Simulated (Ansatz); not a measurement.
C₂H₅NSi (SMILES CC1=N[SiH2]1)

```yaml
atoms:
  - { symbol: C, position_ang: [0.0021, 1.1290, -1.0005] }
  - { symbol: C, position_ang: [0.2105, 0.0369, -0.0279] }
  - { symbol: N, position_ang: [1.2746, -0.4625, 0.4680] }
  - { symbol: Si, position_ang: [-0.1823, -1.2810, 1.1112] }
  - { symbol: H, position_ang: [-0.5387, 0.7513, -1.8716] }
  - { symbol: H, position_ang: [-0.6174, 1.9105, -0.5541] }
  - { symbol: H, position_ang: [0.9598, 1.5504, -1.3145] }
  - { symbol: H, position_ang: [-0.4610, -2.6589, 0.6563] }
  - { symbol: H, position_ang: [-0.5592, -1.0220, 2.5161] }
```

Geometry: PBE0-D4/def2-TZVP.

These are results of RKS PBE0-D4/def2-TZVPP in Ansatz, not measurements.

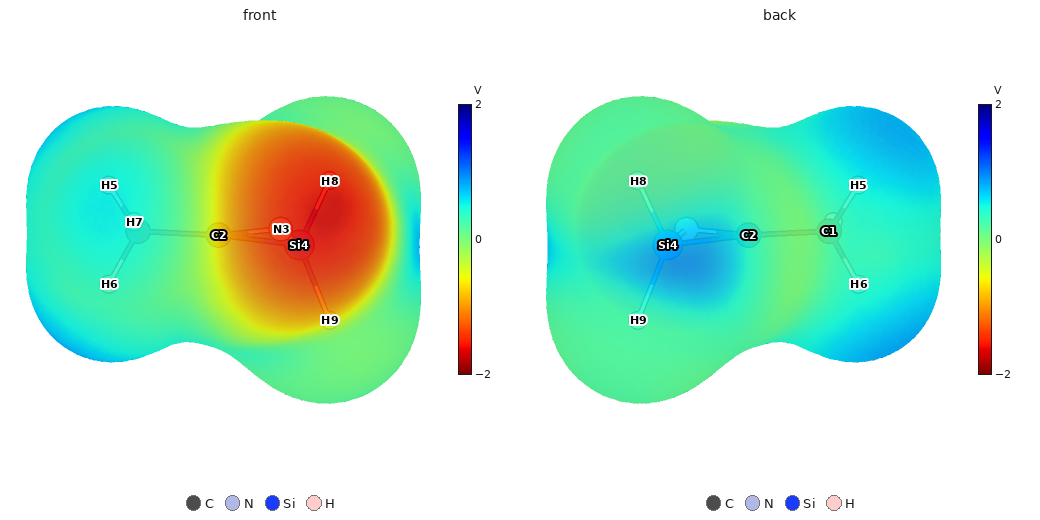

Figure 1. The electrostatic potential painted on the density surface at 0.001 e/bohr³, seen from the front and from behind; red is negative and blue positive.

Describe the electrostatic potential map.

The most negative region (about −1.6 V, or −37 kcal/mol for a unit charge) lies over N3, the most positive (about +0.8 V, or +18 kcal/mol for a unit charge) over Si4, H5 and H6. N3 is the likeliest acceptor of a hydrogen bond.

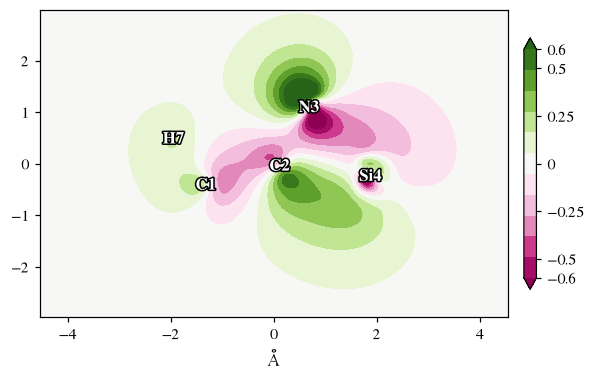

Figure 2. The HOMO on the plane of atoms C1, C2 and Si4 (values in Å⁻³ᐟ²; the overall sign is arbitrary).

What is the character of this orbital?

Its weight (Hirshfeld) is mainly on N3 (about 40 %), Si4 (about 30 %) and C2 (about 20 %). Its energy is −6.51 eV.

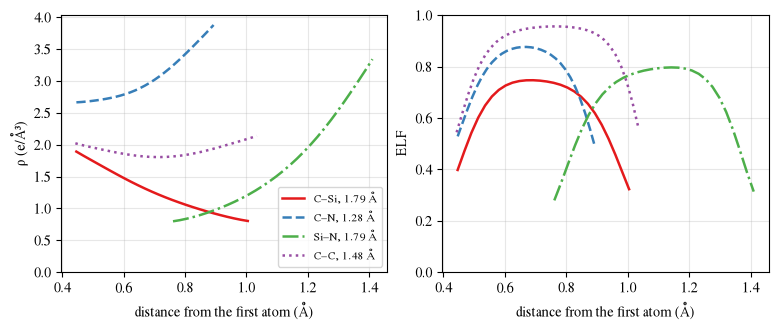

Figure 3. Electron density and ELF along straight lines between neighbouring atoms. The curves leave out the atomic cores.

Compare the contacts.

C–Si (1.79 Å): ρ at the midpoint is about 0.92 e/Å³; the ELF peaks at about 0.75 between the atoms.
C–N (1.28 Å): ρ is about 2.9 e/Å³ halfway; the ELF peaks at about 0.90 between the atoms: a covalent bond.
Si–N (1.79 Å): ρ at the midpoint is about 0.97 e/Å³; the ELF peaks at about 0.80 between the atoms (a polar covalent bond).
C–C (1.48 Å): the density is about 1.8 e/Å³ at the midpoint; the ELF peaks at about 0.95 between the atoms (localised, covalent bonding).
